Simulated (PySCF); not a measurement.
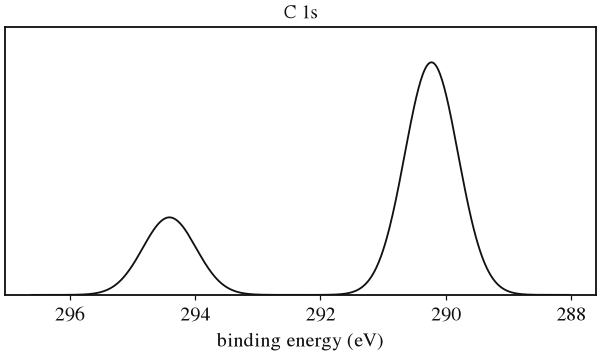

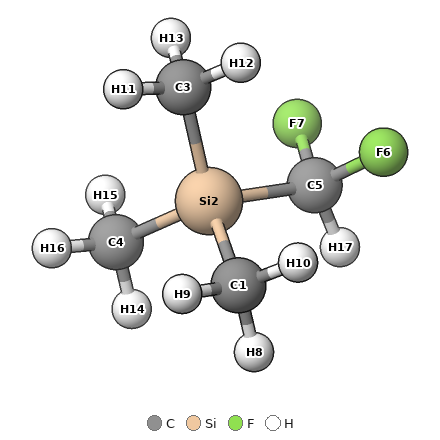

Simulated XPS of C₄H₁₀F₂Si (TMS-CHF2), SMILES C[Si](C)(C)C(F)F. Vertical core-electron binding energies by ΔSCF (SCAN, pcX-2 on the ionised atom, pcseg-1 elsewhere, spin-free X2C; PySCF, at a PBE0-D3(BJ)/def2-SVP geometry (no frequency check)), gas phase, against the vacuum level. One atom of each kind was ionised; within a panel, areas follow the number of like atoms, Gaussians of 1.0 eV full width. Only the regions named are shown.

### Which atoms give which peak?

```csv
level,atoms,binding energy (eV)
C 1s,C5,294.4
C 1s,"C1, C3, C4",290.2
```

### How large is the chemical shift across the C 1s region?

4.2 eV, from C1, C3, C4 at 290.2 eV to C5 at 294.4 eV.
